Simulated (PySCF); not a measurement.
**NiH₄: quintet, from a tetrahedral start**

Where does quintet NiH₄ go from a tetrahedral start, is the end point a minimum, and what are its modes, charges and moments?

Program: PySCF 2.14.0. Level of theory: PBE0, basis Ni def2-TZVP, H def2-TZVP, no relativity, density fitting. These are calculated values, not measurements.

**1. The system as given**

5 atoms, charge 0, spin multiplicity 5.

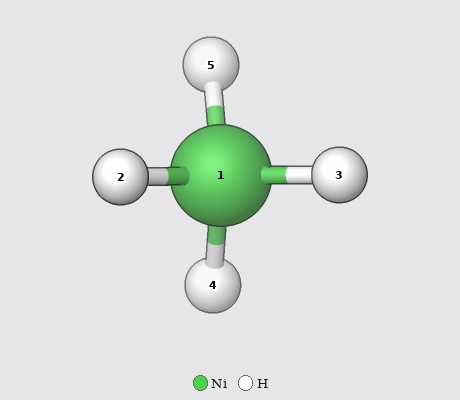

The starting geometry (nickel green, hydrogen white); atoms are numbered from 1 in the order of the file.

Coordinates in bohr (charge 0 multiplicity 5):
```
Ni    0.0000    0.0000    0.0000
H     2.1911    0.0000    1.5490
H    -2.1911    0.0000    1.5490
H     0.0000    2.1911   -1.5490
H     0.0000   -2.1911   -1.5490
```

**2. First SCF at the start**

One driver script runs all steps and calls PySCF; scf.py shows how it sets up the SCF of each step. The optimiser is the driver's own. After this first run the driver tries any further starts and a stability analysis.

File scf.py:

```python
from pyscf import gto, scf, dft
mol = gto.M(atom='''
Ni     0.000000     0.000000     0.000000
H      1.159500     0.000000     0.819700
H     -1.159500     0.000000     0.819700
H      0.000000     1.159500    -0.819700
H     -0.000000    -1.159500    -0.819700''',
    basis={'Ni': 'def2-TZVP', 'H': 'def2-TZVP'},
    charge=0, spin=4)
mf = dft.UKS(mol, xc='PBE0')
mf.grids.atom_grid = (50, 194)
aux = {'Ni': 'def2-universal-JKFIT', 'H': 'def2-universal-JKFIT'}
mf = mf.density_fit(auxbasis=aux)
mf.conv_tol = 1e-08
mf.diis_space = 10
mf.max_cycle = 60
mf.init_guess = 'minao'
mf.verbose = 4
mf.kernel()
```

On the command line:

```bash
> OMP_NUM_THREADS=2 python axn.py task.json out
```

Standard output:

```text
init E= -1509.53431924815
[... the frontier-level lines of each cycle are left out ...]
cycle= 1 E= -1489.39462861731  delta_E= 20.1  |g|= 6.76  |ddm|= 28.3
cycle= 2 E= -1482.29947278507  delta_E=  7.1  |g|= 10.6  |ddm|= 29.1
cycle= 3 E= -1502.98781226071  delta_E= -20.7  |g|=  5.9  |ddm|= 5.54
cycle= 4 E= -1505.76352512123  delta_E= -2.78  |g|= 4.85  |ddm|= 1.41
cycle= 5 E= -1506.58517231233  delta_E= -0.822  |g|= 4.29  |ddm|= 0.205
cycle= 6 E= -1506.59364046271  delta_E= -0.00847  |g|= 4.14  |ddm|= 2.63
cycle= 7 E= -1504.91099874563  delta_E= 1.68  |g|= 4.83  |ddm|= 0.638
cycle= 8 E= -1506.81420203416  delta_E= -1.9  |g|= 3.96  |ddm|= 0.586
cycle= 9 E= -1508.31496322979  delta_E= -1.5  |g|= 3.02  |ddm|= 0.657
cycle= 10 E= -1509.61986429207  delta_E= -1.3  |g|=  1.7  |ddm|= 0.56
cycle= 11 E= -1510.20999026022  delta_E= -0.59  |g|= 0.256  |ddm|= 0.686
cycle= 12 E= -1510.22317104024  delta_E= -0.0132  |g|= 0.0447  |ddm|= 0.0988
cycle= 13 E= -1510.2235933233  delta_E= -0.000422  |g|= 0.0173  |ddm|= 0.0213
cycle= 14 E= -1510.22365995447  delta_E= -6.66e-05  |g|= 0.00363  |ddm|= 0.00877
cycle= 15 E= -1510.22366319774  delta_E= -3.24e-06  |g|= 0.000308  |ddm|= 0.00244
cycle= 16 E= -1510.22366321365  delta_E= -1.59e-08  |g|= 0.000137  |ddm|= 0.000136
cycle= 17 E= -1510.22366321753  delta_E= -3.88e-09  |g|= 1.81e-05  |ddm|= 6.54e-05
Extra cycle  E= -1510.2236632169  delta_E= 6.33e-10  |g|= 6.31e-05  |ddm|= 2.41e-05
converged SCF energy = -1510.2236632169  <S^2> = 6.0045796  2S+1 = 5.0018315
```

This step, with its further starts and checks, ran for 10 s (2 threads of Arm Neoverse V1, shared host).

Energies from each starting density:

```
                      start   energy (Eh)
    the minimal-basis guess  -1510.223663
a thermally smeared density  -1510.223663
      a smeared PBE density  -1510.224418
```

The first run landed in a state that is too high. Following the other starts and the instabilities gains 2.0 kJ/mol (-1510.22442 Eh), and the work goes on from there.

**3. Relaxing the quintet from the tetrahedral start**

The program finds Td symmetry in the start, which this walk keeps. Threshold on the gradient: 0.0003 Eh/bohr, with a further test on the energy change.

Changes to scf.py since step 2:

```diff
@@ -4,4 +4,4 @@
-H      1.159500     0.000000     0.819700
-H     -1.159500     0.000000     0.819700
-H      0.000000     1.159500    -0.819700
-H     -0.000000    -1.159500    -0.819700''',
+H      1.159410    -0.000000     0.819827
+H     -1.159410     0.000000     0.819827
+H      0.000000     1.159410    -0.819827
+H      0.000000    -1.159410    -0.819827''',
@@ -17 +16,0 @@
-mf.init_guess = 'minao'
```

The optimiser's trace:

```
step   energy (Eh)  change (kJ/mol)  largest symmetric gradient (Eh/bohr)
   0  -1510.224417             0.00                               0.04120
   1  -1510.244706           -53.27                               0.02091
   2  -1510.253344           -75.95                               0.00688
   3  -1510.254628           -79.32                               0.00160
   4  -1510.254709           -79.53                               0.00016
   5  -1510.254710           -79.54                               0.00000
```

The walk took 7.7 s.

Positions (Å) and forces (eV/Å) along the way:

```
step 0
Ni   0.000   0.000   0.000   0.000   0.000   0.000
H    1.159   0.000   0.820   2.155   0.000   1.446
H   -1.159   0.000   0.820  -2.155   0.000   1.446
H    0.000   1.159  -0.820   0.000   2.155  -1.446
H    0.000  -1.159  -0.820   0.000  -2.155  -1.446
step 1
Ni   0.000   0.000   0.000   0.000   0.000   0.000
H    1.218   0.000   0.861   1.095   0.000   0.733
H   -1.218   0.000   0.861  -1.095   0.000   0.733
H    0.000   1.218  -0.861   0.000   1.095  -0.733
H    0.000  -1.218  -0.861   0.000  -1.095  -0.733
step 3
Ni   0.000   0.000   0.000   0.000   0.000   0.000
H    1.302   0.000   0.920   0.085   0.000   0.054
H   -1.302   0.000   0.920  -0.085   0.000   0.054
H    0.000   1.302  -0.920   0.000   0.085  -0.054
H    0.000  -1.302  -0.920   0.000  -0.085  -0.054
step 5
Ni   0.000   0.000   0.000   0.000   0.000   0.000
H    1.311   0.000   0.927   0.002   0.000  -0.002
H   -1.311   0.000   0.927  -0.002   0.000  -0.002
H    0.000   1.311  -0.927   0.000   0.002   0.002
H    0.000  -1.311  -0.927   0.000  -0.002   0.002
```

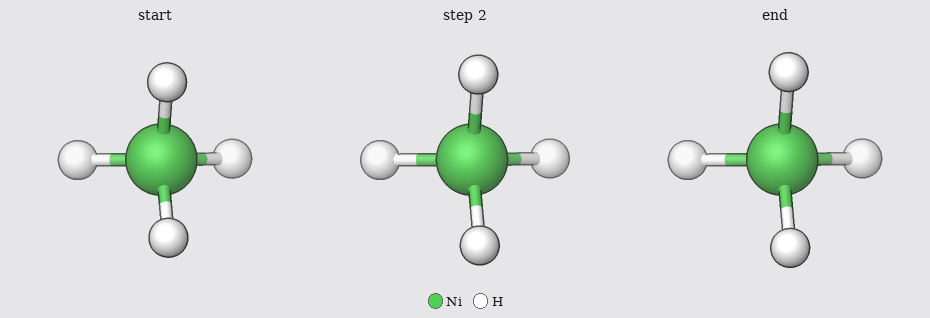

The geometry along the walk, at one scale.

It settles in Td symmetry, 79.5 kJ/mol below the start, after 5 steps: Ni–H 1.605 Å (×4); H–Ni–H 109.5° (×6).

**4. Frequencies**

On the finer grid the gradient is checked again; gradients at displacements of ±0.02 bohr then give force constants and infrared intensities.

Changes to scf.py since step 3:

```diff
@@ -3,5 +3,5 @@
-Ni     0.000000     0.000000     0.000000
-H      1.159410    -0.000000     0.819827
-H     -1.159410     0.000000     0.819827
-H      0.000000     1.159410    -0.819827
-H      0.000000    -1.159410    -0.819827''',
+Ni    -0.000000     0.000000     0.000000
+H      1.310780    -0.000000     0.926862
+H     -1.310780    -0.000000     0.926862
+H      0.000000     1.310780    -0.926862
+H      0.000000    -1.310780    -0.926862''',
@@ -11 +11 @@
-mf.grids.atom_grid = (50, 194)
+mf.grids.atom_grid = (75, 302)
@@ -14 +14 @@
-mf.conv_tol = 1e-08
+mf.conv_tol = 1e-10
```

This SCF starts from the last density.

Log of the central SCF (cycles and frontier levels):

```text
init E= -1510.2545995517
[... the frontier-level lines of each cycle are left out ...]
cycle= 1 E= -1510.25459955155  delta_E= 1.46e-10  |g|= 2.83e-05  |ddm|= 1.01e-05
cycle= 2 E= -1510.25459954949  delta_E= 2.06e-09  |g|= 0.000108  |ddm|= 3.85e-05
cycle= 3 E= -1510.25459955171  delta_E= -2.23e-09  |g|= 9.3e-08  |ddm|= 3.05e-05
cycle= 4 E= -1510.25459955172  delta_E= -9.09e-12  |g|= 9.1e-08  |ddm|= 6.9e-08
Extra cycle  E= -1510.25459955173  delta_E= -6.37e-12  |g|= 1.98e-07  |ddm|= 1.54e-07
converged SCF energy = -1510.25459955173  <S^2> = 6.0093367  2S+1 = 5.0037333
```

The whole step took 24 s.

Geometry: Td; Ni–H 1.605 Å (×4); H–Ni–H 109.5° (×6).

Harmonic modes (main isotopes):

```tsv
ω (cm⁻¹)	IR (km/mol)	type
211i	41.3	bend
360	41.0	bend
360	41.0	bend
552	0.0	bend
698	0.0	bend
1417	125	stretch
1417	125	stretch
1420	69.6	stretch
1533	0.0	stretch
```

With 1 mode imaginary (up to 211i cm⁻¹) this point is a saddle.

The SCF density has lower symmetry than the nuclear frame, so the modes carry no labels; pairs that should be degenerate can split.

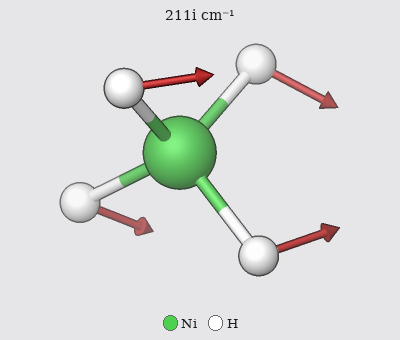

The imaginary mode, as arrows.

Properties at this point:

```
Dipole moment                                                   : 0.00 D
Highest occupied level                                          : -8.20 eV
Lowest empty level                                              : -4.05 eV
Rotational constants                                            : 2.434, 2.434, 2.434 cm⁻¹
Zero-point energy (real modes)                                  : 46.4 kJ/mol
Principal polarisabilities                                      : 42.9, 47.8, 47.8 bohr³
Atomisation energy without zero-point energy                    : 590 kJ/mol
Principal traceless quadrupole moments about the centre of mass : -0.09, -0.09, 0.19 D Å
Spin squared ⟨S²⟩                                               : 6.009
```

Charges (e) and bond orders:

```csv
atom,Mulliken,Löwdin,polar tensor,spin (Mulliken),Mayer order to Ni1
Ni1,0.16,0.07,0.03,1.90,–
"H2,3,4,5",-0.04,-0.02,-0.01,0.52,0.69
```

Mulliken populations on Ni1: s 6.88, p 12.63, d 8.32, f 0.00.

**5. Following the imaginary mode**

The atoms are moved a little along the softest imaginary mode and relaxed again.

The program finds C2v symmetry in the start, which this walk keeps.

Changes to scf.py since step 4:

```diff
@@ -3,5 +3,5 @@
-Ni    -0.000000     0.000000     0.000000
-H      1.310780    -0.000000     0.926862
-H     -1.310780    -0.000000     0.926862
-H      0.000000     1.310780    -0.926862
-H      0.000000    -1.310780    -0.926862''',
+Ni     0.000000     0.000000    -0.007456
+H      1.256746    -0.000000     1.034008
+H     -1.256746    -0.000000     1.034008
+H      0.000000     1.364815    -0.819716
+H      0.000000    -1.364815    -0.819716''',
@@ -11 +11 @@
-mf.grids.atom_grid = (75, 302)
+mf.grids.atom_grid = (50, 194)
@@ -14 +14 @@
-mf.conv_tol = 1e-10
+mf.conv_tol = 1e-08
```

Steps of the walk:

```
step   energy (Eh)  change (kJ/mol)  largest symmetric gradient (Eh/bohr)
   0  -1510.254815             0.00                               0.00114
   1  -1510.254897            -0.22                               0.00086
   2  -1510.255203            -1.02                               0.00459
   3  -1510.255484            -1.76                               0.00251
   4  -1510.255771            -2.51                               0.00543
   5  -1510.255984            -3.07                               0.00409
   6  -1510.256104            -3.39                               0.00052
   7  -1510.256130            -3.45                               0.00108
   8  -1510.256132            -3.46                               0.00071
   9  -1510.256135            -3.47                               0.00004
```

The walk took 14 s.

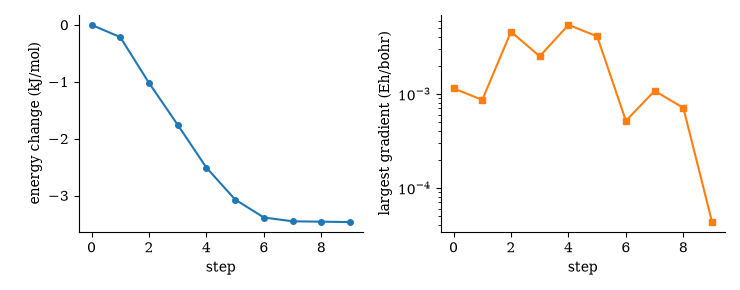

Energy and largest gradient along the walk.

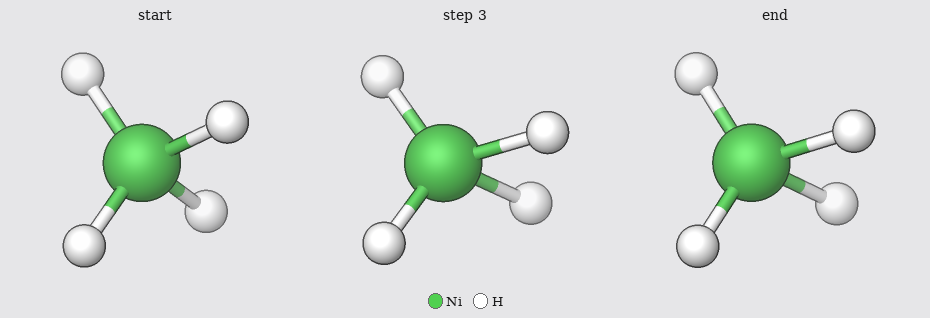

Start and end of the relaxation, with a step between.

After 9 steps and 3.5 kJ/mol it ends at C2v: Ni–H 1.566 Å (×2), Ni–H 1.657 Å (×2); H–Ni–H 76.0°, H–Ni–H 112.4° (×4), H–Ni–H 122.1°.

**6. Is it a minimum? Harmonic modes**

The same treatment as at the point before.

Changes to scf.py since step 5:

```diff
@@ -3,5 +3,5 @@
-Ni     0.000000     0.000000    -0.007456
-H      1.256746    -0.000000     1.034008
-H     -1.256746    -0.000000     1.034008
-H      0.000000     1.364815    -0.819716
-H      0.000000    -1.364815    -0.819716''',
+Ni     0.000000     0.000000    -0.017810
+H      1.020326    -0.000000     1.287753
+H     -1.020326    -0.000000     1.287753
+H      0.000000     1.370236    -0.775834
+H      0.000000    -1.370236    -0.775834''',
@@ -11 +11 @@
-mf.grids.atom_grid = (50, 194)
+mf.grids.atom_grid = (75, 302)
@@ -14 +14 @@
-mf.conv_tol = 1e-08
+mf.conv_tol = 1e-10
```

Log of the central SCF (cycles and frontier levels):

```text
init E= -1510.25602898793
[... the frontier-level lines of each cycle are left out ...]
cycle= 1 E= -1510.25602898792  delta_E= 1.11e-11  |g|= 9.73e-06  |ddm|= 5.89e-06
Extra cycle  E= -1510.25602898767  delta_E= 2.45e-10  |g|= 3.73e-05  |ddm|= 1.37e-05
converged SCF energy = -1510.25602898767  <S^2> = 6.0091992  2S+1 = 5.0036783
```

The whole step ran for 39 s (2 threads of Arm Neoverse V1, shared host).

Geometry: C2v; Ni–H 1.566 Å (×2), Ni–H 1.657 Å (×2); H–Ni–H 76.0°, H–Ni–H 112.4° (×4), H–Ni–H 122.1°.

Modes, for the most abundant isotopes:

| symmetry | ω (cm⁻¹) | IR (km/mol) | type |
| --- | --- | --- | --- |
| b2 | 380 | 55.3 | bend |
| a1 | 434 | 18.9 | bend |
| b1 | 527 | 26.2 | bend |
| a2 | 658 | 0.0 | bend |
| a1 | 723 | 29.1 | bend |
| b2 | 1244 | 94.6 | stretch |
| a1 | 1322 | 27.8 | stretch |
| b1 | 1523 | 133 | stretch |
| a1 | 1636 | 18.1 | stretch |

No imaginary mode, so this is a minimum.

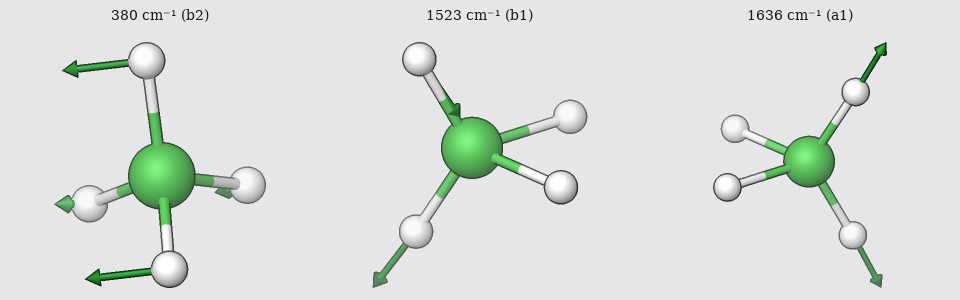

How the atoms move in 3 of the modes.

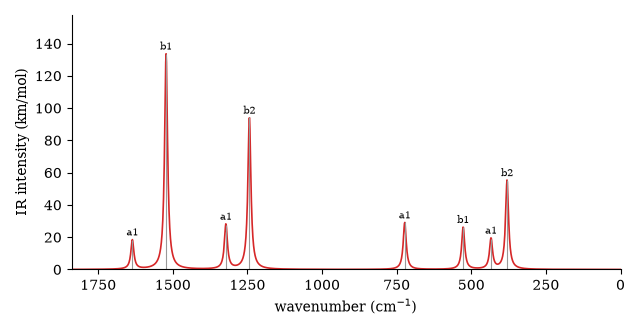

The harmonic infrared spectrum (widths in cm⁻¹). Lines are broadened to a width of 12 cm⁻¹ (Lorentzian).

Constants and moments:

- Dipole moment: 0.50 D
- Highest occupied level: -7.40 eV
- Lowest empty level: -4.21 eV
- Rotational constants: 2.866, 2.526, 2.017 cm⁻¹
- Zero-point energy: 50.5 kJ/mol
- Principal polarisabilities: 38.7, 48.1, 50.0 bohr³
- Atomisation energy without zero-point energy: 594 kJ/mol
- Principal traceless quadrupole moments about the centre of mass: -0.48, -0.47, 0.94 D Å
- Entropy at 298.15 K and 1 bar (electronic part: spin only): 253.9 J/(mol K)
- Heat capacity Cp at 298.15 K: 59.3 J/(mol K)
- Enthalpy at 298.15 K above 0 K: 12.75 kJ/mol
- Rotational symmetry number: 2
- Spin squared ⟨S²⟩: 6.009

Populations by atom (charges in e):

```csv
atom,Mulliken,Löwdin,polar tensor,spin (Mulliken),Mayer order to Ni1
Ni1,0.14,0.08,0.06,1.93,–
"H2,3",-0.03,-0.01,-0.02,0.57,0.61
"H4,5",-0.04,-0.03,-0.01,0.47,0.76
```

Mulliken populations on Ni1: s 6.86, p 12.67, d 8.33, f 0.00.

**7. All stationary points**

| spin | group | bonds | imaginary modes (cm⁻¹) | ΔE (kJ/mol) | with zero-point energy |
| --- | --- | --- | --- | --- | --- |
| quintet | C2v | Ni–H 1.566 Å (×2), Ni–H 1.657 Å (×2) | none | 0.0 | 0.0 |
| quintet | Td (density of lower symmetry) | Ni–H 1.605 Å (×4) | 211i | 3.8 | – |

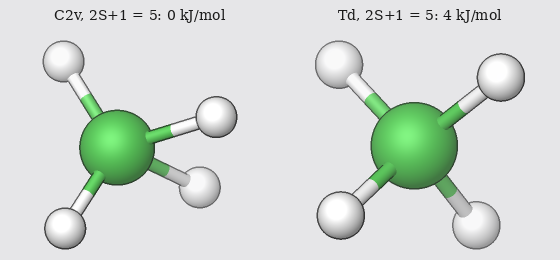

The points, lowest first (nickel green, hydrogen white).

**8. Real-space pictures of the lowest minimum**

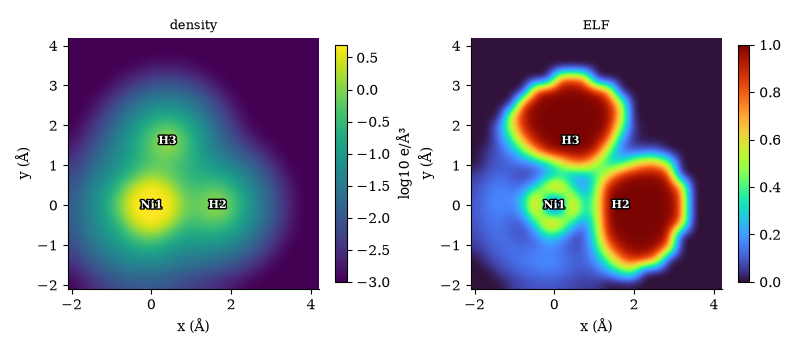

The plane holds Ni1 at (0.00, 0.00), H2 at (1.66, 0.00), H3 at (0.40, 1.61) Å. ELF is set to 0 where the density is under 0.005 e/Å³; an orbital's overall sign is arbitrary.

The fields below are evaluated on a grid from the run's orbitals.

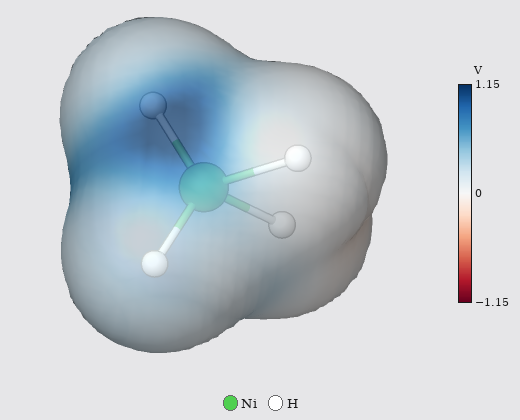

The potential that a unit positive charge feels on the 0.002 e/bohr³ surface, from the 1st to the 99th percentile, from -0.14 to 1.15 V.

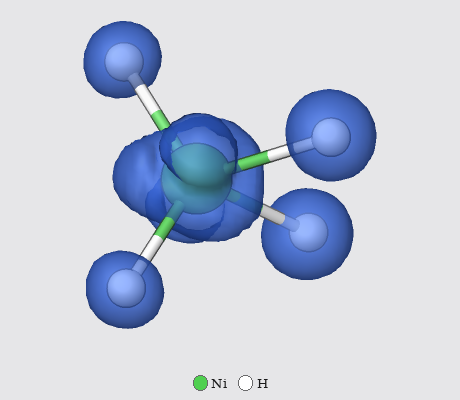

Spin density at ±0.2 e/Å³ (alpha excess blue, beta excess red).

Along Ni1–H2 (1.657 Å) the density is least, 0.61 e/Å³, about 1.08 Å from Ni1; ELF there is 0.59.

Values on the line from Ni1 (at 0) through H2 (at 1.657 Å):

```
distance (Å)  density (e/Å³)    ELF  electrostatic potential (V)  spin density (e/Å³)
       -0.58            4.39  0.655                         49.7                0.288
       -0.41            16.6  0.824                          127                0.592
       -0.25            43.8  0.426                          441                 1.48
       -0.08             823  0.752                     2.81e+03                 3.78
        0.17             111  0.351                          949                 3.63
        0.33              29  0.778                          228                 2.39
        0.50            8.58  0.754                         76.6                0.513
        0.66            2.36   0.46                         33.7               0.0264
        0.83           0.923  0.255                         17.9              -0.0321
        0.99           0.623  0.367                         11.7               0.0208
        1.16           0.663  0.841                         11.7                0.133
        1.33           0.913  0.991                         20.7                0.322
        1.49            1.43      1                         60.2                0.653
        1.74            1.73      1                          146                0.923
        1.91           0.869      1                         32.5                0.493
        2.07           0.434      1                         12.4                0.263
        2.24           0.223      1                         5.46                0.142
        2.40           0.117  0.999                         2.52               0.0769
        2.57          0.0627  0.999                         1.17               0.0422
```

Making the fields took 1.6 s.

**9. Summary of results**

```
                                          quantity                                                                                         value
                                           minimum                                                                                  quintet, C2v
                                          geometry         Ni–H 1.566 Å (×2), Ni–H 1.657 Å (×2); H–Ni–H 76.0°, H–Ni–H 112.4° (×4), H–Ni–H 122.1°
                                wavenumbers (cm⁻¹)  380 (b2), 434 (a1), 527 (b1), 658 (a2), 723 (a1), 1244 (b2), 1322 (a1), 1523 (b1), 1636 (a1)
                                     dipole moment                                                                                        0.50 D
highest occupied, lowest empty level (either spin)                                                                               -7.40, -4.21 eV
                        polar-tensor charge of Ni1                                                                                       +0.06 e
                                 zero-point energy                                                                                   50.5 kJ/mol
                               entropy at 298.15 K                                                                               253.9 J/(mol K)
         atomisation energy (no zero-point energy)                                                                                    594 kJ/mol
                                              ⟨S²⟩                                                                                         6.009
```

**Reading.** From Td at the start the molecule goes to a C2v minimum, after a stop at a saddle point 3.8 kJ/mol higher, from which it was pushed off along an imaginary mode. The strongest infrared band lies at 1523 cm⁻¹ (b1, stretch). The first SCF alone would have been 2 kJ/mol too high. Only this shape and spin were tried, so other structures or states may lie lower. One determinant may miss the lowest occupation of an open d or f shell.

The search up to here took 95 s.
